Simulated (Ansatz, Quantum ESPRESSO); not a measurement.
# W (bcc): bulk modulus from a few volumes

How stiff is bcc W under hydrostatic load? Each row relaxes cell and atoms at a set pressure. The phase is followed to these pressures whether or not it stays the stable one.

Calculated with Ansatz 0.2.0, PBEsol, PAW files of the set soft_1, cutoff 600 eV, Fermi–Dirac smearing 0.05 eV, k-mesh 19×19×19, no spin polarisation, no spin-orbit coupling.

Reference cell, relaxed at zero pressure with PBEsol (Im-3m): a = 2.7311 Å, b = 2.7311 Å, c = 2.7311 Å, α = 109.47°, β = 109.47°, γ = 109.47°.

```
atom       x       y       z
   W  0.0000  0.0000  0.0000
```

| V (Å³/atom) | V/V0 | P (GPa) | E − E0 (meV/atom) |
| --- | --- | --- | --- |
| 15.8821 | 1.0128 | −3.996 | 2.5 |
| 15.4489 | 0.9852 | 5.008 | 3.6 |
| 15.0322 | 0.9586 | 14.998 | 29.3 |
| 14.8431 | 0.9465 | 20.000 | 49.9 |
| 14.4963 | 0.9244 | 29.999 | 103.9 |

V0 = 15.6817 Å³ an atom, where the residual pressure P0 is +0.003 GPa. **Question.** Fit the Birch–Murnaghan law and give the pressure and the energy at V = 15.2329 Å³ an atom, a row left out above.

With the Eulerian strain f = ½[(V0/V)^(2/3) − 1] and F = (P − P0)/[3f(1 + 2f)^(5/2)], the third-order law is the line F = B0 + (3/2) B0 (B′ − 4) f.

```csv
f,F (GPa)
0.02690,326.07
0.01866,325.96
0.01430,325.73
0.00501,324.77
−0.00421,323.02
```

A straight line through the 5 rows: the means are 0.01213 for f and 325.11 for F, Σ(Δx)² = 0.0005832 and ΣΔxΔy = 0.05765, so the slope is 0.05765/0.0005832 = 98.846 and the intercept 325.11 − (98.846)(0.01213) = 323.91.

Hence B0 = 323.9 GPa and B′ = 4 + (98.8)/(1.5 × 323.9) = 4.20. For the withheld volume f = 0.00977, F = 324.88 GPa and P = 10.00 GPa. The run itself gives 10.01 GPa, so the estimate misses by 0.01 GPa; the fitted rows themselves lie up to 0.05 GPa off the law.

Integrating the same law gives E − E0 = (9/2) B0 V0 f²[1 + (B′ − 4) f] + P0(V0 − V), with 1 GPa Å³ = 6.2415 meV: 13.7 meV an atom. The run itself gives 13.7 meV, so the estimate misses by 0.0 meV, a rounding's worth.

The same fit over all rows at other levels or in other programs gives B0 = 327 GPa with PBEsol (Quantum ESPRESSO, GBRV).

Measured volume: 15.849 Å³ an atom (doi:10.1007/s002690050070, 298 K), so V0 is −1.1 % off. A stiffness follows the volume as d ln B/d ln V = −B′, which moves B0 by about −4 % when it is taken at the measured volume.

The calculation is for a static lattice, while measurements hold thermal and zero-point motion.

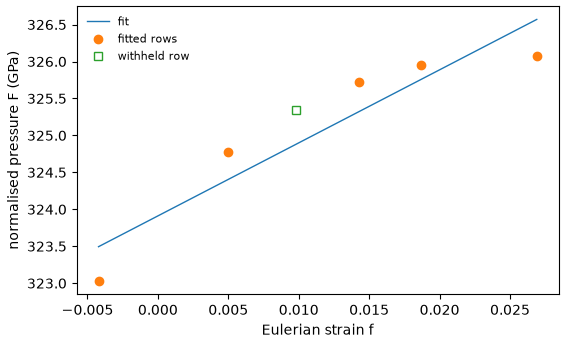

The fitted law, the rows behind it and the withheld row.

[Logs are printed without paths, hosts, clocks, repeated set-up lines and the standing remarks that a program may print on its own settings, such as how far it seeks lower states.]
